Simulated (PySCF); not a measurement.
B(Vi)(OMe)(NH2), SMILES C=CB(N)OC at its PBE0/def2-SVP optimised geometry (Å):

```
14

B     -0.4559     0.1432     0.0000
C      1.1125     0.1432     0.0000
C      1.8387    -0.9813    -0.0002
H      1.6524     1.1004     0.0001
H      2.9343    -0.9786    -0.0002
H      1.3474    -1.9604    -0.0003
O     -1.0882    -1.0754    -0.0001
C     -2.4776    -1.1864    -0.0013
H     -2.9325    -0.7234    -0.8974
H     -2.7493    -2.2526    -0.0008
H     -2.9343    -0.7220     0.8931
N     -1.1747     1.3577     0.0000
H     -0.7067     2.2526    -0.0003
H     -2.1822     1.4298    -0.0004
```

Calculation: PBE0/def2-TZVP run with PySCF.

Map of the Laplacian of the electron density (e/bohr⁵), clipped to [-1.50, 1.50] on the plane z = 0.8 Å:

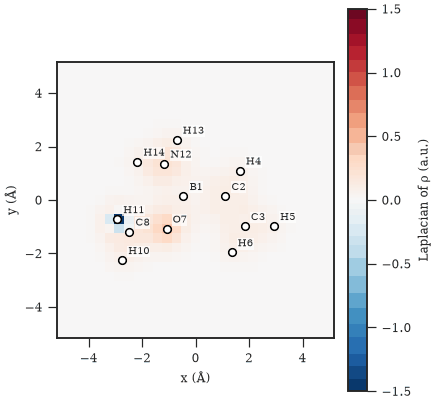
*Laplacian of the electron density (e/bohr⁵), clipped to [-1.50, 1.50] on the plane z = 0.8 Å.*
